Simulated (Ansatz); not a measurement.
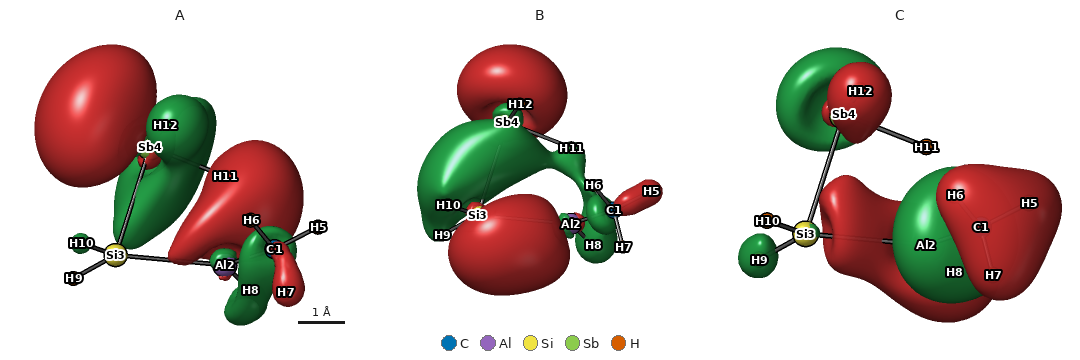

*CH₈AlSbSi (SMILES [CH3][AlH][SiH2][SbH2]). Three frontier orbitals at ±0.08 Å⁻³ᐟ² (green and red are the two phases), in no order.*

Core potentials replace the inner electrons of Sb.

Level of theory: RKS PBE0-D4/def2-SVP (Ansatz 0.2.0).

The calculation's input:

```
crystal:
  periodic: [false, false, false]
  atoms:
    - { symbol: C, position_ang: [-0.9473, 1.771, 0.1534] }
    - { symbol: Al, position_ang: [-0.8782, 0.1347, -0.9216] }
    - { symbol: Si, position_ang: [1.0728, -1.1385, -0.8649] }
    - { symbol: Sb, position_ang: [1.6321, -1.7856, 1.5342] }
    - { symbol: H, position_ang: [-1.8225, 1.723, 0.8562] }
    - { symbol: H, position_ang: [-0.0404, 1.9947, 0.6799] }
    - { symbol: H, position_ang: [-1.1613, 2.6733, -0.5344] }
    - { symbol: H, position_ang: [-2.0806, -0.3365, -1.7984] }
    - { symbol: H, position_ang: [0.9511, -2.329, -1.6351] }
    - { symbol: H, position_ang: [2.2284, -0.333, -1.3346] }
    - { symbol: H, position_ang: [-0.1291, -2.2796, 1.7889] }
    - { symbol: H, position_ang: [1.2521, -0.1496, 2.1105] }
basis:
  gaussian: { orbitals: def2-SVP }
hamiltonian:
  xc: pbe0
  dispersion: d4
relax:
  f_tol: 0.015
  max_steps: 40
output:
  orbitals: {}
```

Launched as:

```sh
ansatz run input.yaml --threads 2 --pin off --max-ram 3072MiB --backend cpu --events-out ev --progress --plain --runs-dir out
```

The fields are those of the run's last geometry, not of the input's.

Order the three orbitals by energy and name them.

Answer. C is the HOMO−1 (−8.02 eV). Its weight (Hirshfeld) is mainly on C1 (about 40 %), Al2 (about 20 %), Sb4 (about 10 %) and H8 (about 10 %). B is the HOMO (−6.56 eV). Its weight (Hirshfeld) is mainly on Si3 (about 40 %), Sb4 (about 35 %) and Al2 (about 15 %). A is the LUMO (−1.17 eV). By Hirshfeld shares it lies mainly on Sb4 (about 55 %), Al2 (about 15 %) and H11 (about 10 %).

What is the HOMO–LUMO gap?

Answer. 5.39 eV between the orbital energies.
